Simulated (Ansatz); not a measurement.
**TaN: bands on a fine mesh, and optics**

What do the bands imply for light and for carriers? Levels are solved on a fine mesh after the ground state. Runs: cell and atoms relaxed (PAW); reference run (PAW and LAPW).

Method: DFT PBEsol, frozen-core PAW and all-electron LAPW, scalar-relativistic unless said, in Ansatz 0.2.0.

## 1. The starting structure

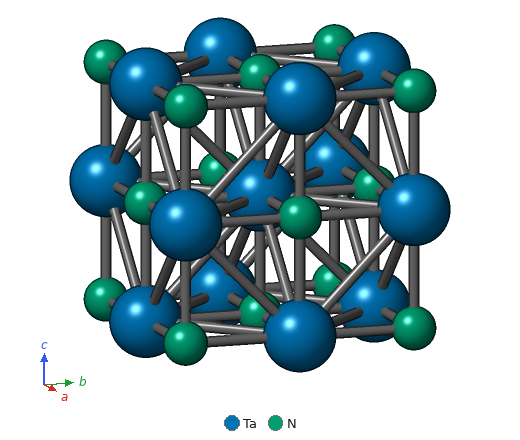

Start, viewed slightly off an axis; tantalum blue, nitrogen teal. Atoms on the faces are drawn again on the opposite ones. The cell drawn here is the conventional one.

As a file:

```
CELL_PARAMETERS angstrom
0.00000 2.17900 2.17900
2.17900 0.00000 2.17900
2.17900 2.17900 0.00000
ATOMIC_POSITIONS crystal
Ta 0.50000 0.50000 0.50000
N 0.00000 0.00000 0.00000
```

Cartesian axes are those of the input's lattice vectors. The structure goes back to a database entry.

## 2. Cell and atoms relaxed, PAW

Input file input.yaml:

```yaml
crystal:
  lattice:
    - [0.0, 2.179, 2.179]
    - [2.179, 0.0, 2.179]
    - [2.179, 2.179, 0.0]
  atoms:
    - { symbol: Ta, position: [0.5, 0.5, 0.5] }
    - { symbol: "N", position: [0.0, 0.0, 0.0] }
kpoints:
  mp_grid: { grid: [12, 12, 12] }
scf:
  occupations: { method: fermi_dirac, width: 0.05 }
hamiltonian:
  xc: pbesol
  pseudopotentials: { kind: paw }
relax:
  f_tol: 0.002
  max_steps: 80
  cell: {}
output:
  forces: true
  stress: true
```

Started as:

```
> ansatz run input.yaml --threads 1 --pin off --max-ram 3072MiB --backend cpu --events-out ev --progress --plain --runs-dir out
```

The program printed:

```text
Engine: ansatz 0.2.0
Pseudopotentials: kind: paw
Pseudopotential: Ta, paw, valence charge 13, recommended cutoff 420 eV (normal), Ta.paw.azcp
Pseudopotential: N, paw, valence charge 5, recommended cutoff 420 eV (normal), N.paw.azcp
Functional definition: PBEsol
  exchange = pbesol_x
  correlation = pbesol_c
Crystal: 2 atoms, lattice volume = 20.692 Å³
Basis set: ecut = 420 eV, 411 PW (Γ), exchange–correlation on 48×48×48 points (8 copies of the dense FFT grid, shifted against one another)
Bands: 13, of which v1, the nominal top of the filled ones, is band 9 counted from 1 (8 counted from 0)
Symmetry: 48 space group operations
Space group: Fm-3m (ITA 225), of the structure as read, at distance tolerance 2.7e-5 Å
k-points: 72 of 1728
Non-local potential: Ta, projectors of the file, l = 0: 3, l = 1: 2, l = 2: 2, l = 3: 1
Non-local potential: N, projectors of the file, l = 0: 2, l = 1: 2, l = 2: 1
PAW form: soft (Blöchl's): semilocal exchange-correlation on the pseudo side does not see the compensation charge
PAW frozen core: Ta, regenerated for the run's functional, and the local potential with it (the file was generated under x = pbe(κ = 0.804, μ = 0.2195149727645171), c = pbe(β = 0.06672455060314922))
PAW frozen core: N, regenerated for the run's functional, and the local potential with it (the file was generated under x = pbe(κ = 0.804, μ = 0.2195149727645171), c = pbe(β = 0.06672455060314922))
PAW one-centre angular grid: Ta, 590 points (default); XC on 64 Gauss nodes
PAW one-centre angular grid: N, 110 points (default); XC on 64 Gauss nodes
Initial density: superposition of atomic densities (neutral atoms: chi_scale 0, normalization atom), corrected by the library's trained network
Initial wavefunctions: pseudopotential atomic-orbital guess
Functional: x = pbesol(κ = 0.804, μ = 0.12345679012345678), c = pbesol(β = 0.046)
SCF iter   1: F=—  HF=-10187.067772 eV  |F-HF|=—  |Δ(HF+E_count)|=         —  Δρ=1.50e-2  dr2=4.79e-2  ethr=1.77e-3  ⟨swp⟩=6.1  Hψ=11134  notcnv=0  defer=13
automatic band count: the SCF goes on with 17 bands, as 13 were too few: the levels above may hold too much charge
preconditioner: auto → none  [metal: Δε(μ)=0.036 eV  Ē_g=15.802 eV  σ=0.050 eV  W_gap=0.18  n_scr=8 (ndim 8)  ℏωp=25.8 eV  f_vac=0.000  D(μ)=1.13/eV (n_scr^D=14)  sad-step TF]
SCF iter   2: F=—  HF=-10187.061357 eV  |F-HF|=—  |Δ(HF+E_count)|=   6.41e-3  Δρ=9.89e-3  dr2=2.27e-2  ethr=2.66e-4  ⟨swp⟩=1.3  Hψ=1819  notcnv=0  defer=56
SCF iter   3: F=—  HF=-10187.055881 eV  |F-HF|=—  |Δ(HF+E_count)|=   5.48e-3  Δρ=9.43e-4  dr2=1.23e-4  ethr=1.26e-4  ⟨swp⟩=2.3  Hψ=1679  notcnv=0  defer=60
SCF iter   4: F=—  HF=-10187.055811 eV  |F-HF|=—  |Δ(HF+E_count)|=   6.97e-5  Δρ=1.30e-4  dr2=4.31e-6  ethr=6.82e-7  ⟨swp⟩=2.6  Hψ=1784  notcnv=0  defer=60
SCF iter   5: F=—  HF=-10187.055809 eV  |F-HF|=—  |Δ(HF+E_count)|=   2.22e-6  Δρ=1.45e-5  dr2=1.49e-8  ethr=2.40e-8  ⟨swp⟩=2.8  Hψ=1648  notcnv=0  defer=60
SCF iter   6: F=-10187.055809 eV  HF=-10187.055809 eV  |F-HF|=2.42e-10  |Δ(HF+E_count)|=   3.81e-9  Δρ=1.88e-6  dr2=1.26e-10  ethr=8.27e-11  ⟨swp⟩=2.0  Hψ=3524  notcnv=0
SCF 1 converged in 6 iterations: F = -10187.055809 eV  dr2 = 1.26e-10
relax step   1: F+E_penalty+E_count = -10187.05580920 eV  Δ(F+E_penalty+E_count) = +0.000e0 eV  max|allowed force component| = 1.857e-29 eV/Å  Δτ_max = 0.0000 Å  P = +4.486 GPa  Ω = 20.692 Å³  (6 SCF iters, dr2 threshold 1.00e-7 eV, accepted)
Crystal: 2 atoms, lattice volume = 21.040 Å³
Bands: 17, of which v1, the nominal top of the filled ones, is band 9 counted from 1 (8 counted from 0)
Initial density: handed on by an earlier stage of this run
Initial wavefunctions: those handed on with the density
iter 1 solved again at ethr=1.01e-5 eV; its pass at ethr=3.10e-3 eV (dr2=1.83e-3 eV) is discarded
SCF iter   1: F=—  HF=-10187.058053 eV  |F-HF|=—  |Δ(HF+E_count)|=         —  Δρ=2.89e-3  dr2=1.73e-3  ethr=1.01e-5  ⟨swp⟩=2.4  Hψ=7364  notcnv=0
preconditioner: auto → none  [metal: Δε(μ)=0.032 eV  Ē_g=15.638 eV  σ=0.050 eV  W_gap=0.16  n_scr=8 (ndim 8)  ℏωp=25.6 eV  f_vac=0.000  D(μ)=1.15/eV (n_scr^D=14)]
SCF iter   2: F=—  HF=-10187.057712 eV  |F-HF|=—  |Δ(HF+E_count)|=   3.41e-4  Δρ=1.08e-3  dr2=2.85e-4  ethr=9.61e-6  ⟨swp⟩=1.0  Hψ=1227  notcnv=0
SCF iter   3: F=—  HF=-10187.057643 eV  |F-HF|=—  |Δ(HF+E_count)|=   6.87e-5  Δρ=1.69e-4  dr2=6.48e-6  ethr=1.58e-6  ⟨swp⟩=1.0  Hψ=1227  notcnv=0
SCF iter   4: F=—  HF=-10187.057640 eV  |F-HF|=—  |Δ(HF+E_count)|=   2.96e-6  Δρ=2.37e-5  dr2=9.97e-8  ethr=3.60e-8  ⟨swp⟩=1.5  Hψ=1324  notcnv=0
iter 5 did not close the SCF: its close was put off for the readings that it lacked (scf_convergence_deferred on its scf_iter line)
SCF iter   5: F=-10187.057640 eV  HF=-10187.057640 eV  |F-HF|=7.19e-10  |Δ(HF+E_count)|=   4.00e-8  Δρ=5.03e-6  dr2=2.94e-9  ethr=5.54e-10  ⟨swp⟩=2.1  Hψ=1757  notcnv=0
SCF iter   6: F=-10187.057640 eV  HF=-10187.057640 eV  |F-HF|=8.00e-11  |Δ(HF+E_count)|=  6.24e-10  Δρ=8.85e-7  dr2=1.08e-10  ethr=1.64e-11  ⟨swp⟩=1.6  Hψ=3190  notcnv=0
SCF 2 converged in 6 iterations: F = -10187.057640 eV  dr2 = 1.08e-10
relax step   2: F+E_penalty+E_count = -10187.05764041 eV  Δ(F+E_penalty+E_count) = -1.831e-3 eV  max|allowed force component| = 2.892e-29 eV/Å  Δτ_max = 0.0000 Å  P = -1.663 GPa  Ω = 21.040 Å³  energy of the carried Pulay correction = -1.139e-3 eV  (6 SCF iters, dr2 threshold 2.00e-7 eV, accepted)
Crystal: 2 atoms, lattice volume = 20.945 Å³
iter 1 solved again at ethr=7.09e-7 eV; its pass at ethr=3.10e-3 eV (dr2=1.28e-4 eV) is discarded
SCF iter   1: F=—  HF=-10187.058486 eV  |F-HF|=—  |Δ(HF+E_count)|=         —  Δρ=7.71e-4  dr2=1.22e-4  ethr=7.09e-7  ⟨swp⟩=2.6  Hψ=6842  notcnv=0
preconditioner: auto → none  [metal: Δε(μ)=0.029 eV  Ē_g=15.711 eV  σ=0.050 eV  W_gap=0.14  n_scr=8 (ndim 8)  ℏωp=25.7 eV  f_vac=0.000  D(μ)=1.14/eV (n_scr^D=14)]
SCF iter   2: F=—  HF=-10187.058462 eV  |F-HF|=—  |Δ(HF+E_count)|=   2.42e-5  Δρ=2.85e-4  dr2=1.98e-5  ethr=6.79e-7  ⟨swp⟩=1.0  Hψ=1227  notcnv=0
SCF iter   3: F=—  HF=-10187.058457 eV  |F-HF|=—  |Δ(HF+E_count)|=   4.81e-6  Δρ=4.65e-5  dr2=4.86e-7  ethr=1.10e-7  ⟨swp⟩=1.0  Hψ=1227  notcnv=0
iter 4 did not close the SCF: its close was put off for the readings that it lacked (scf_convergence_deferred on its scf_iter line)
SCF iter   4: F=-10187.058457 eV  HF=-10187.058457 eV  |F-HF|=4.27e-9  |Δ(HF+E_count)|=   1.30e-7  Δρ=6.48e-6  dr2=7.19e-9  ethr=2.70e-9  ⟨swp⟩=1.6  Hψ=1369  notcnv=0
iter 5 did not close the SCF: its close was put off for the readings that it lacked (scf_convergence_deferred on its scf_iter line)
SCF iter   5: F=-10187.058457 eV  HF=-10187.058457 eV  |F-HF|=6.37e-11  |Δ(HF+E_count)|=   3.13e-9  Δρ=1.46e-6  dr2=2.50e-10  ethr=3.99e-11  ⟨swp⟩=2.2  Hψ=1794  notcnv=0
SCF iter   6: F=-10187.058457 eV  HF=-10187.058457 eV  |F-HF|=1.27e-11  |Δ(HF+E_count)|=  4.37e-11  Δρ=2.68e-7  dr2=1.00e-11  ethr=1.39e-12  ⟨swp⟩=1.0  Hψ=3029  notcnv=0
SCF 3 converged in 6 iterations: F = -10187.058457 eV  dr2 = 1.00e-11
relax step   3: F+E_penalty+E_count = -10187.05845708 eV  Δ(F+E_penalty+E_count) = -8.167e-4 eV  max|allowed force component| = 8.677e-30 eV/Å  Δτ_max = 0.0000 Å  P = -0.033 GPa  Ω = 20.945 Å³  energy of the carried Pulay correction = -8.289e-4 eV  (6 SCF iters, dr2 threshold 2.00e-7 eV, accepted)
Initial wavefunctions: pseudopotential atomic-orbital guess (no wavefunctions were taken with the density)
iter 1 solved again at ethr=3.05e-8 eV; its pass at ethr=3.10e-3 eV (dr2=5.48e-6 eV) is discarded
SCF iter   1: F=—  HF=-10187.059304 eV  |F-HF|=—  |Δ(HF+E_count)|=         —  Δρ=7.12e-5  dr2=1.74e-7  ethr=3.05e-8  ⟨swp⟩=3.1  Hψ=9357  notcnv=0
preconditioner: auto → none  [metal: Δε(μ)=0.030 eV  Ē_g=15.708 eV  σ=0.050 eV  W_gap=0.15  n_scr=8 (ndim 8)  ℏωp=25.7 eV  f_vac=0.000  D(μ)=1.14/eV (n_scr^D=14)]
SCF iter   2: F=—  HF=-10187.059304 eV  |F-HF|=—  |Δ(HF+E_count)|=   7.47e-7  Δρ=3.35e-5  dr2=2.99e-8  ethr=9.67e-10  ⟨swp⟩=2.2  Hψ=1583  notcnv=0
SCF iter   3: F=—  HF=-10187.059304 eV  |F-HF|=—  |Δ(HF+E_count)|=   3.80e-8  Δρ=2.98e-6  dr2=3.11e-10  ethr=1.66e-10  ⟨swp⟩=2.0  Hψ=1532  notcnv=0
iter 4 did not close the SCF: its close was put off for the readings that it lacked (scf_convergence_deferred on its scf_iter line)
SCF iter   4: F=-10187.059304 eV  HF=-10187.059304 eV  |F-HF|=7.28e-12  |Δ(HF+E_count)|=  4.42e-10  Δρ=1.18e-7  dr2=1.67e-12  ethr=1.73e-12  ⟨swp⟩=1.9  Hψ=1420  notcnv=0
iter 5 did not close the SCF: its close was put off for the readings that it lacked (scf_convergence_deferred on its scf_iter line)
SCF iter   5: F=-10187.059304 eV  HF=-10187.059304 eV  |F-HF|=1.82e-12  |Δ(HF+E_count)|=  1.82e-12  Δρ=2.71e-8  dr2=8.19e-14  ethr=1.00e-12  ⟨swp⟩=1.0  Hψ=1224  notcnv=0
iter 6 did not close the SCF: its close was put off for the readings that it lacked (scf_convergence_deferred on its scf_iter line)
SCF iter   6: F=-10187.059304 eV  HF=-10187.059304 eV  |F-HF|=1.82e-12  |Δ(HF+E_count)|=    0.00e0  Δρ=3.44e-9  dr2=2.84e-15  ethr=1.00e-12  ⟨swp⟩=1.0  Hψ=1224  notcnv=0
iter 7 did not close the SCF: its close was put off for the readings that it lacked (scf_convergence_deferred on its scf_iter line)
SCF iter   7: F=-10187.059304 eV  HF=-10187.059304 eV  |F-HF|=0.00e0  |Δ(HF+E_count)|=    0.00e0  Δρ=3.28e-10  dr2=1.19e-17  ethr=1.00e-12  ⟨swp⟩=1.0  Hψ=1224  notcnv=0
SCF iter   8: F=-10187.059304 eV  HF=-10187.059304 eV  |F-HF|=1.82e-12  |Δ(HF+E_count)|=  1.82e-12  Δρ=9.48e-11  dr2=1.70e-18  ethr=1.00e-12  ⟨swp⟩=1.8  Hψ=2860  notcnv=0
SCF 4 converged in 8 iterations: F = -10187.059304 eV  dr2 = 1.70e-18
relax step   4: F+E_penalty+E_count = -10187.05930358 eV  Δ(F+E_penalty+E_count) = -8.465e-4 eV  max|allowed force component| = 1.377e-29 eV/Å  Δτ_max = 0.0000 Å  P = +0.033 GPa  Ω = 20.945 Å³  stress off target by 3.29e-2 GPa  SCF on the basis re-selected at this cell (its energy is not comparable with the rows above)  (8 SCF iters)
basis re-selected at this cell: Δ(F+E_penalty+E_count) = -8.465e-4 eV, ΔP = +0.066 GPa vs the last step (what re-selecting the basis moved, of the pressure what is left beyond the Pulay correction that the steps carried, after the strain that the cell walked since its last selection, with what the two solves' SCF thresholds leave and, on support functions, any second-order correction that the steps lacked; it is no measure of the basis error at this ecutwfc). This SCF's stress stands 3.29e-2 GPa from its target on what of the cell is left free (relax.cell.stress_tol is 5.00e-2 GPa) and its largest allowed force component is 1.38e-29 eV/Å (relax.f_tol is 2.00e-3 eV/Å): within both
SCF converged after 8 iterations
Free energy (F): -10187.059304 eV
Harris-Foulkes:  -10187.059304 eV  (|F-HF|=1.82e-12)
Internal energy: -10187.050196 eV  (E = F + TS)
E sigma→0 (E₀):  -10187.054750 eV
Entropy (-TS):   -0.009108 eV (-4.554 meV/atom)
Fermi energy:    21.842017 eV
--- Per-component energies (eV) ---
  E_band       = -40.869395
  E_kinetic    = 501.631480
  E_local      = -574.534059  (includes V_loc(G=0)·N_el)
  E_nonlocal   = 62.962822
  E_hartree    = 193.310951
  E_xc         = -278.426306
  E_vxc        = -282.381348  (∫ρ·V_xc dr)
  E_paw        = -8395.601636  (= ΣΔE_a)
  E_vpaw       = -135.170433  (= ΣTr[D̂ρ^β])
  E_aug_tail   = 0.000239  (compensation charges beyond the density's cutoff)
  E_ewald      = -1696.635434
  E_core_change = 0.241745  (= ΣΔE_core)
  E_smearing   = -0.009108  (= −TS)
  E_closure    = 0.000000  (closes the sum)
  Σ components = -10187.059304   (vs F -10187.059304, Δ=0.00e0)
--- Forces (eV/Å), atoms counted from 1 ---
  atom   1  Ta     0.00000000    -0.00000000     0.00000000
  atom   2  N     -0.00000000     0.00000000    -0.00000000
  max |Σ_I F_I| component: 2.50e-29 eV/Å
--- Stress (GPa, compression-positive) ---
        0.032858      -0.000000      -0.000000
       -0.000000       0.032858      -0.000000
       -0.000000      -0.000000       0.032858
  P = ⅓ Tr σ = 0.0329 GPa (0.329 kbar)
--- Relaxed structure (3 steps of the walk, 3 accepted, 1 SCFs on fresh bases) ---
  F+E_penalty+E_count = -10187.05930358 eV   max|allowed force component| = 1.377e-29 eV/Å   (the final SCF, on the basis selected at the relaxed cell)
  cell:  # Å, volume = 20.9449 Å³
    - [-7.770442350165775e-34, 2.1878425969130455, 2.1878425969130455]
    - [2.1878425969130455, -1.9107645123358464e-34, 2.1878425969130455]
    - [2.1878425969130455, 2.1878425969130455, -1.1464587074015078e-33]
  atoms:
    - { symbol: Ta, position: [0.5, 0.5, 0.5] }
    - { symbol: N, position: [4.315720425351349e-37, -8.056011460555715e-37, -4.603435120373027e-37] }
```

It took 2.6 s on 1 thread of AMD EPYC 9R45 (Zen 5), shared host; peak memory 0.37 GiB.

The steps of the relaxation:

```tsv
step	energy from step 1 (eV/cell)	largest force component (eV/Å)	pressure (GPa)	volume (Å³)
1	0.0000	0.0000	4.49	20.69
2	-0.0018	0.0000	-1.66	21.04
3	-0.0026	0.0000	-0.03	20.94
4	-0.0035	0.0000	0.03	20.94
```

Step 1 is the start. Step 4 repeats the geometry before on a plane-wave basis chosen anew for that cell, so the energy can jump there without any move; the table keeps such jumps.

| input's cell | before | after | change |
| --- | --- | --- | --- |
| a (Å) | 3.082 | 3.094 | +0.4 % |
| b (Å) | 3.082 | 3.094 | +0.4 % |
| c (Å) | 3.082 | 3.094 | +0.4 % |
| volume (Å³/atom) | 10.35 | 10.47 | +1.2 % |

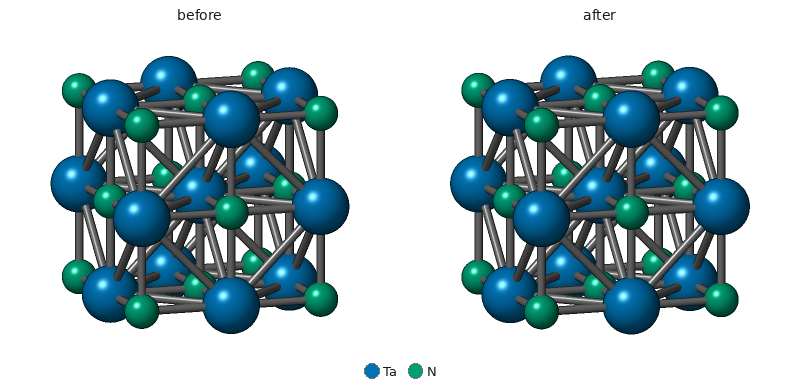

Before and after, at one scale.

(Part 1 of 2 ends here.)
